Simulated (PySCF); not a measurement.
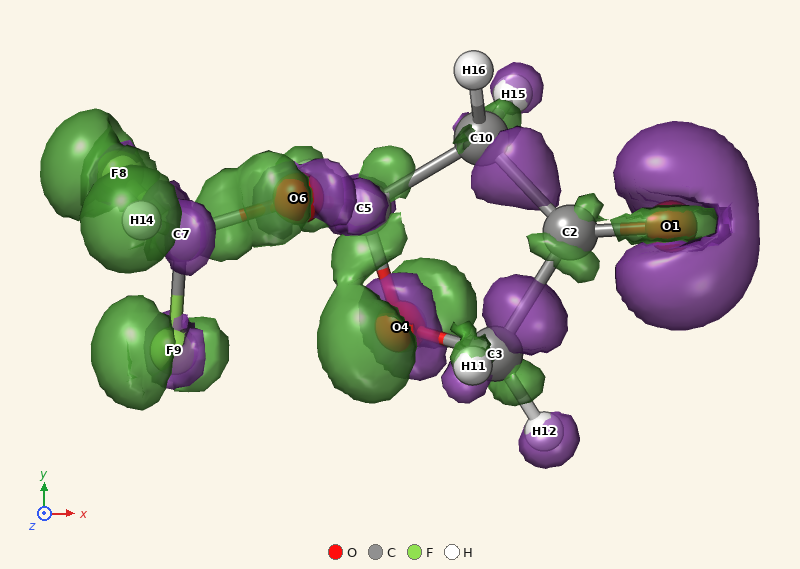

C5H6F2O3, charge +1, doublet, SMILES `[O+]=C1COC(OC(F)F)C1`. Change of the electron density in a uniform field of 0.51 V/Å, surfaces at ±0.008 e/Å³ (purple: gain, green: loss).

Computed with PySCF, B3LYP/6-31G*, geometry: GFN2-xTB. No frequency check shows the geometry to be a minimum. A basis without diffuse functions makes polarisabilities too small. The stability of the open-shell solution wasn't checked. GFN2-xTB doesn't know the spin state, so this open-shell geometry is rough.

Geometry (Å), atoms numbered from 1:

```
O1       3.3857    0.1855    0.4751
C2       2.2683    0.1323    0.1308
C3       1.4337   -1.2153   -0.0325
O4       0.3994   -0.8789   -0.8363
C5      -0.0226    0.4307   -0.5401
O6      -0.7810    0.4921    0.6541
C7      -2.0823    0.0907    0.5587
F8      -2.7523    0.8114   -0.3459
F9      -2.1548   -1.1912    0.1652
C10      1.2876    1.1998   -0.2615
H11      1.1557   -1.3933    1.0261
H12      1.9883   -2.0649   -0.4418
H13     -0.6042    0.7928   -1.3970
H14     -2.5516    0.2024    1.5518
H15      1.6564    1.7375   -1.1412
H16      1.1781    1.9243    0.5523
```

**Along which Cartesian direction does the field point?**

Along −x: electrons gather on the +x side, against the field.

**How large is the response?**

The induced dipole is 3.23 D (along the field); α along this axis, from the fields in both directions, is 110 bohr³ (16.3 Å³). The response isn't linear: the two directions induce 3.23 and 2.37 D.

**Which atoms gain and lose the most charge?**

Electrons gather most on O1 (Hirshfeld charge changes by −0.083 e) and leave O4 most (+0.031 e); 0.221 electrons are displaced in all.

The PySCF run took 3.6 min on 1 thread of AMD EPYC (Zen 3), on a shared host, peak memory 0.84 GiB.
